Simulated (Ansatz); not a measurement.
# FH4OSi2 (charge +1): what the fields show

Input

```
crystal:
  periodic: [false, false, false]
  atoms:
    - {symbol: F, position_ang: [0.982149, -0.763961, -1.875593]}
    - {symbol: O, position_ang: [-0.043329, -1.222789, 0.486427]}
    - {symbol: Si, position_ang: [-0.318955, -1.440485, -1.219665]}
    - {symbol: Si, position_ang: [0.748844, -0.739263, 1.760162]}
    - {symbol: H, position_ang: [-0.331608, -2.897283, -1.411840]}
    - {symbol: H, position_ang: [-1.536292, -0.667136, -1.501536]}
    - {symbol: H, position_ang: [2.038888, -0.045997, 1.595592]}
    - {symbol: H, position_ang: [0.136691, -1.016667, 3.068934]}
basis:
  gaussian:
    orbitals: def2-TZVPD
total_charge: 1
hamiltonian:
  xc: {name: PBE0}
output:
  forces: true
  orbitals: {seedname: orbitals}
```

Command:

```sh
ansatz run input.yaml --threads 2 --pin off --max-ram 4350MiB --events-out events.jsonl --progress --plain --runs-dir runs
```

Geometry: B3LYP-D3(BJ)/def2-SVP.

Level of theory: Ansatz 0.2.0, isolated molecule in a Gaussian basis; Kohn-Sham density functional theory, functional PBE0.

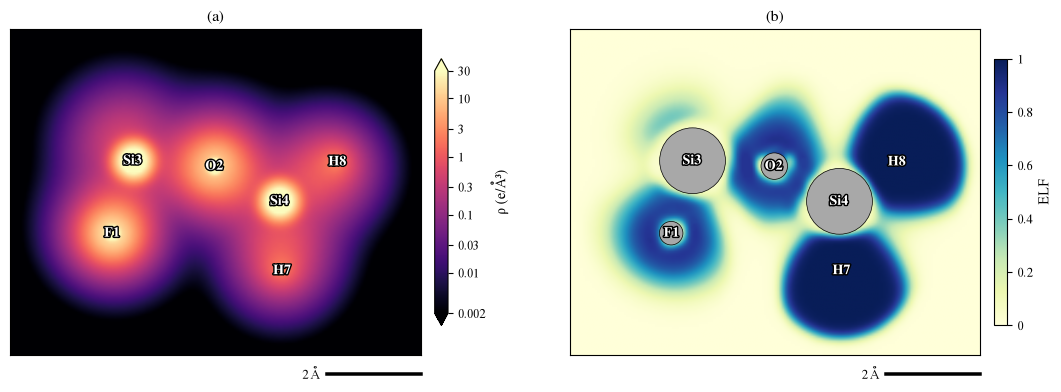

Figure 1. (a) electron density; (b) ELF on the plane of atoms Si3, O2 and Si4. Grey discs cover the atomic cores in the ELF map.

Read the bonding off the picture.

Answer.
- The plane passes through F, O, Si and H nuclei.
- Si–O (1.58 Å): the density is about 1.3 e/Å³ at the midpoint; the ELF peaks at about 0.85 between the atoms, as expected for a short, strongly polar bond.
- Si–F (1.61 Å): ρ at the midpoint is about 1.2 e/Å³; the ELF peaks at about 0.85 in the valence shell of F, 0.6 Å from its nucleus, and is about 0.55 at the midpoint.
- Si–H (1.47 Å): ρ is about 0.9 e/Å³ halfway; the ELF climbs to about 1 towards the hydrogen, as it does in any bond to H.
- Si–O (1.74 Å): the density is about 0.88 e/Å³ at the midpoint; the ELF peaks at about 0.90 between the atoms (a shared but strongly polarised pair).
- The ELF also peaks beside F1 and O2, away from the bonds: lone-pair regions.

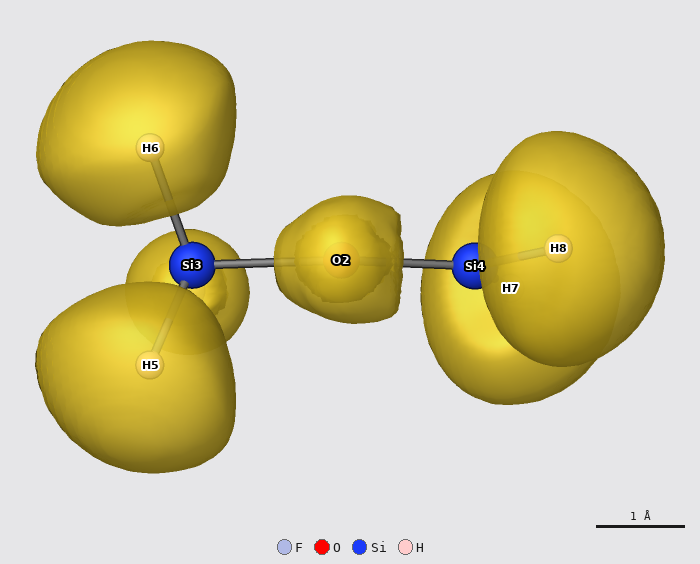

Figure 2. Isosurface of the ELF at 0.8 (yellow), seen from one side. Only the valence region is drawn (cores and ρ < 0.01 e/Å³ removed).

What do the ELF domains correspond to?

Answer. The surface consists of four regions around hydrogen nuclei, one region wrapped around F (its lone pairs, merged into a ring or cap) and one region wrapped around O (its lone pairs, merged into a ring or cap).

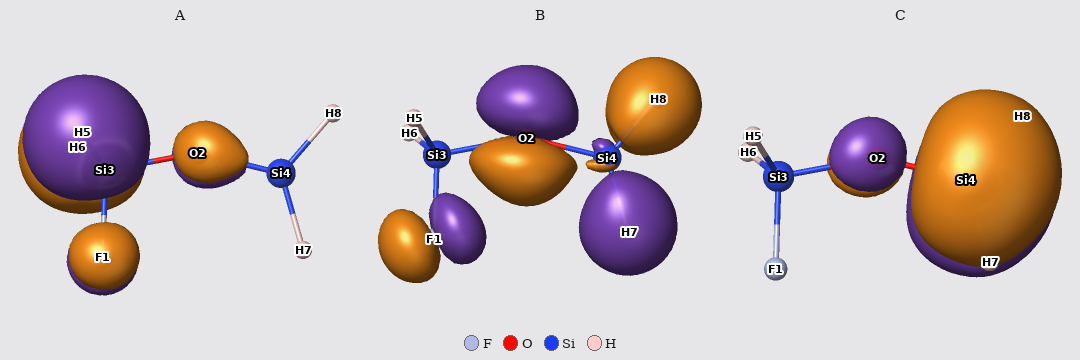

Figure 3. Three frontier orbitals at ±0.1 Å⁻³ᐟ² (orange and purple are the two phases), in no order.

Which picture is the HOMO−1, the HOMO and the LUMO?

Answer. B is the HOMO−1 (−15.72 eV). By Hirshfeld shares it lies mainly on O2 (about 40 %), Si4 (about 15 %), F1 (about 15 %), H7 (about 10 %) and H8 (about 10 %). A is the HOMO (−14.37 eV). By Hirshfeld shares it lies mainly on Si3 (about 35 %), H5 (about 25 %), H6 (about 25 %) and F1 (about 10 %). C is the LUMO (−8.49 eV). It lies mainly on Si4 (about 75 %) and O2 (about 10 %).

What is the HOMO–LUMO gap?

Answer. 5.88 eV between the orbital energies.

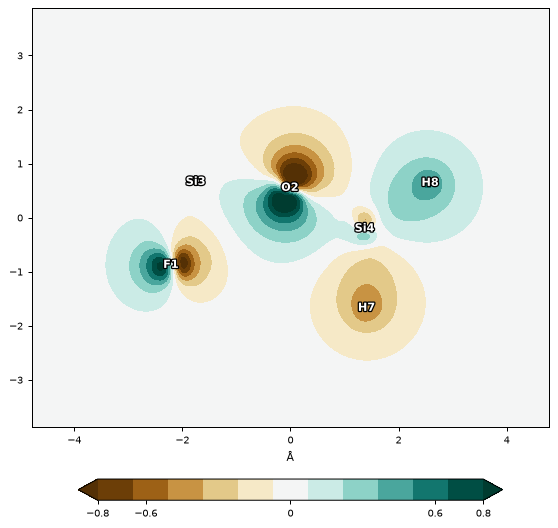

Figure 4. The HOMO−1 on the plane of atoms F1, Si3 and O2 (values in Å⁻³ᐟ²; the overall sign is arbitrary).

What is the character of this orbital?

Answer. It lies mainly on O2 (about 40 %), Si4 (about 15 %), F1 (about 15 %), H7 (about 10 %) and H8 (about 10 %). Its energy is −15.72 eV.
